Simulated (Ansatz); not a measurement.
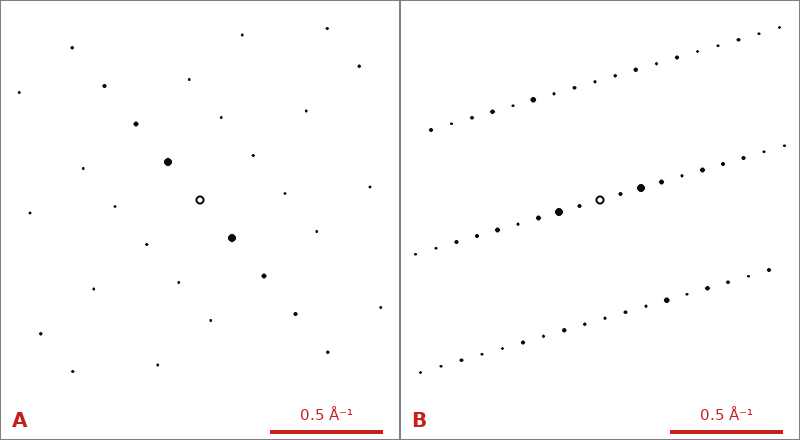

Kinematic electron diffraction patterns (120 kV, B = 0.5 Å², same scale, each along a low-index zone) of two structures of composition Be3H2, each relaxed at zero pressure with DFT PBE, scalar-relativistic, plane waves, PAW (Ansatz).

The structures (standard cells):
1. R-3m (No. 166), a = 2.234 Å, c = 31.206 Å (hexagonal axes), 15 atoms; generated start, possibly hypothetical
2. Fmmm (No. 69), a = 3.702 Å, b = 6.415 Å, c = 8.955 Å, 20 atoms; generated start, possibly hypothetical

> Which pattern belongs to which structure, and along which zone?

A is structure 2 along [100]: rectangular net of 0 0 2 at d = 4.48 Å and 0 2 0 (weak) at d = 3.21 Å, 90.0° apart (some points of this net are extinct or too weak to see). B is structure 1 along [100] or an equivalent direction: oblique net of 0 0 3 at d = 10.40 Å and 0 -1 1 at d = 1.93 Å, 86.5° apart.

> Rank the structures by their computed energy.

Structure 1 (R-3m, 8.99 Å³ an atom) is the lowest of these; structure 2 (Fmmm, 10.63 Å³ an atom) lies about 59 meV an atom higher. These are static energies at 0 K; other structures, not shown, may lie lower still.
